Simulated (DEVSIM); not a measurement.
Device: TaN/SiO2/n-Si capacitor, at 300 K.

```csv
layer (left to right),material,thickness (nm),Nd (cm⁻³)
1,SiO2,44.0,-
2,Si,760,5.7e17
```

Metal gate on the left, work function 4.4 eV. Fixed charge at the semiconductor interface 7.3e11 cm⁻² (in units of +e); no interface traps.

The device is made up for the run: typed textbook-type constants, with dimensions and the other settings drawn at random. Values at 300 K.

| parameter | SiO2 | Si |
|---|---|---|
| gap (eV) | 9 | 1.124 |
| affinity (eV) | 0.9 | 4.05 |
| permittivity | 3.9 | 11.7 |
| Nc (cm⁻³) | - | 2.86e19 |
| Nv (cm⁻³) | - | 3.1e19 |

Model (solved in DEVSIM): 1D Poisson equation in equilibrium, Boltzmann statistics, complete ionisation; no quantum confinement or tunnelling. Metal contacts follow the ideal Schottky-Mott rule: no Fermi-level pinning, no interface dipoles.

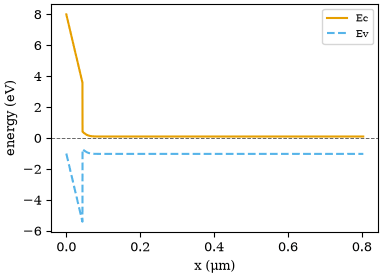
Figure. Band edges at -4.5 V on the gate

Energies count from the Fermi level of the right contact; mesh points crowd at the junctions.

```csv
x (μm),Ec (eV),Ev (eV),n (cm⁻³),p (cm⁻³),field (V/cm)
0.000,8.000,-1.000,< 1e2,< 1e2,-1000000
0.001339,7.865,-1.135,< 1e2,< 1e2,-1000000
0.004140,7.582,-1.418,< 1e2,< 1e2,-1000000
0.009998,6.991,-2.009,< 1e2,< 1e2,-1000000
0.02667,5.308,-3.692,< 1e2,< 1e2,-1000000
0.03635,4.331,-4.669,< 1e2,< 1e2,-1000000
0.04099,3.864,-5.136,< 1e2,< 1e2,-1000000
0.04366,3.594,-5.406,< 1e2,< 1e2,-1000000
0.04477,0.393,-0.731,7.1e12,1.6e7,-220000
0.04704,0.346,-0.778,4.4e13,2700000,-200000
0.05198,0.260,-0.864,1.2e15,94000,-150000
0.06804,0.120,-1.004,2.7e17,430,-32000
0.09767,0.101,-1.023,5.7e17,200,-170
0.1621,0.101,-1.023,5.7e17,200,≈ 0
0.3830,0.101,-1.023,5.7e17,200,≈ 0
0.6046,0.101,-1.023,5.7e17,200,≈ 0
0.7130,0.101,-1.023,5.7e17,200,≈ 0
0.7628,0.101,-1.023,5.7e17,200,≈ 0
0.7898,0.101,-1.023,5.7e17,200,≈ 0
0.7981,0.101,-1.023,5.7e17,200,≈ 0
0.8019,0.101,-1.023,5.7e17,200,≈ 0
0.8040,0.101,-1.023,5.7e17,200,≈ 0
```
